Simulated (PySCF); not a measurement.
# C4H4F2O: electronic excitations and core binding energies

Aim: predict the electronic excitations and core binding energies of C4H4F2O (`C/C(=C/F)C(=O)F`).

Computed with PySCF 2.14.0, with density-fitted response routines of our own, on a single molecule in the gas phase. Atoms are numbered from 0 throughout.

## Step 1: The molecule as given

11 atoms, charge 0, multiplicity 1; geometry from: GFN2-xTB.

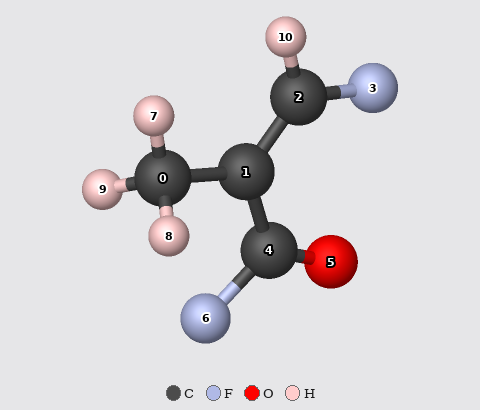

As it starts; carbon dark grey, fluorine light blue, oxygen red, hydrogen pink, atoms numbered; sticks join atoms by distance.

## Step 2: Ultraviolet spectrum: CAM-B3LYP/def2-SVPD

The job: settings as JSON, then the geometry in Å.

```
{"job": {"kind": "uv", "xc": "CAM-B3LYP", "basis": "def2-SVPD", "nstates": 8, "ntriplets": 3}, "charge": 0, "multiplicity": 1}
C     -1.295836     0.159557     0.267214
C      0.164642     0.057091    -0.039515
C      0.911141     1.142953    -0.260733
F      2.205126     1.104984    -0.539729
C      0.770751    -1.281167    -0.094483
O      1.886981    -1.610384    -0.295702
F     -0.172180    -2.248469     0.134120
H     -1.614192     1.197452     0.280468
H     -1.507486    -0.291922     1.235146
H     -1.873149    -0.383243    -0.479539
H      0.529627     2.155818    -0.233212
```

With the program's defaults for keys left out, this is: TDDFT CAM-B3LYP/def2-SVPD, vertical, gas phase, core orbitals frozen in the response.

**Question.** This job is followed by: delta-SCF UKS SCAN, pcX-2 on the ionised atom, pcseg-1 elsewhere, spin-free X2C. What will the session give for the following? lowest singlet (CAM-B3LYP/def2-SVPD); brightest single state of those computed; lowest triplet; C1s binding energies, SCAN/pcX-2; F1s binding energies, SCAN/pcX-2; O1s binding energies, SCAN/pcX-2.

As calculated:

| quantity | value |
| --- | --- |
| lowest singlet (CAM-B3LYP/def2-SVPD) | 5.25 eV (236 nm), f = 0.000 |
| brightest single state of those computed | state 2, 5.95 eV, f = 0.255 |
| lowest triplet | 3.57 eV |
| C1s binding energies, SCAN/pcX-2 | C4 295.62, C2 293.67, C1 291.87, C0 291.65 eV |
| F1s binding energies, SCAN/pcX-2 | F3 693.74, F6 692.99 eV |
| O1s binding energies, SCAN/pcX-2 | O5 538.41 eV |

In words: The first singlet state (HOMO−1→LUMO 0.94) lies at 5.25 eV and is dark; of the 8 states computed, the strongest absorption comes from state 2 at 5.95 eV. The lowest triplet lies 1.67 eV below the lowest singlet (triplets in Tamm-Dancoff, singlets in full TDDFT). C4 (carbonyl carbon) binds its C1s electron 3.98 eV more tightly than C0 (allylic methyl carbon). The F1s levels kept as sound span 0.75 eV, from F6 (fluorine bonded to C) up to F3 (vinylic fluorine).
